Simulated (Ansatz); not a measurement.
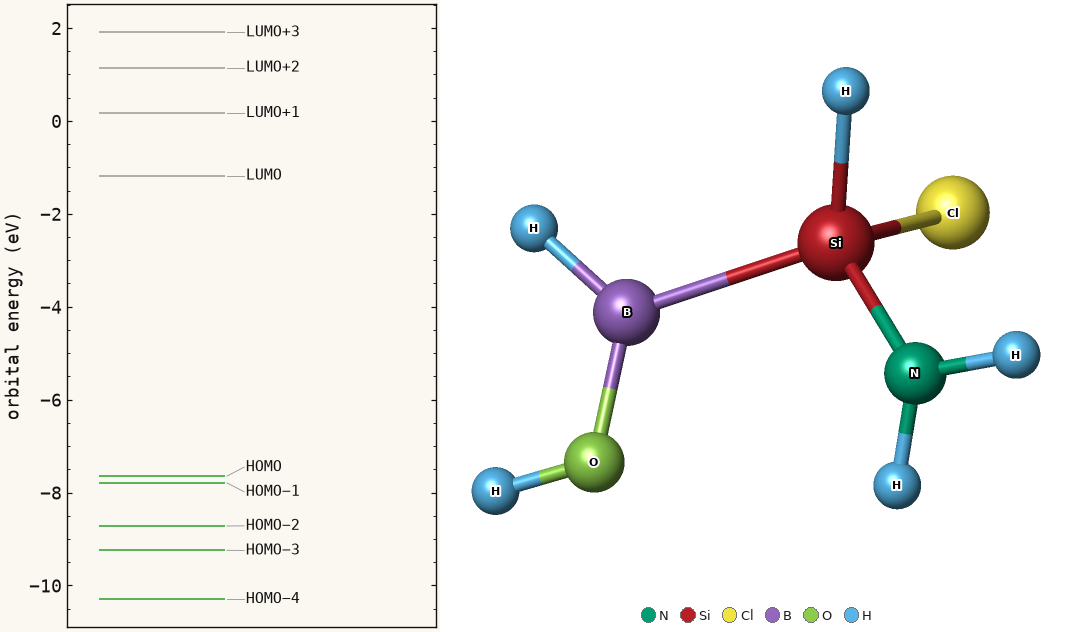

BSiNH₅OCl, SMILES N[Si@@H](Cl)BO. Kohn-Sham orbital energies near the frontier, PBE0/def2-TZVPP with the Ansatz code 0.2.0, at a PBE0-D4/def2-TZVP geometry (no frequency check), isolated molecule; empty levels in grey, levels within 0.03 eV side by side.

Q: Where do the frontier orbitals lie?

A: HOMO at −7.65 eV, LUMO at −1.18 eV, 6.47 eV apart.

Q: List the levels.

A:
| orbital | energy (eV) |
| --- | --- |
| LUMO+3 | 1.91 |
| LUMO+2 | 1.15 |
| LUMO+1 | 0.17 |
| LUMO | −1.18 |
| HOMO | −7.65 |
| HOMO−1 | −7.79 |
| HOMO−2 | −8.72 |
| HOMO−3 | −9.24 |
| HOMO−4 | −10.29 |

Known limits of this run: one conformer of a flexible molecule; empty levels above zero depend strongly on the basis.
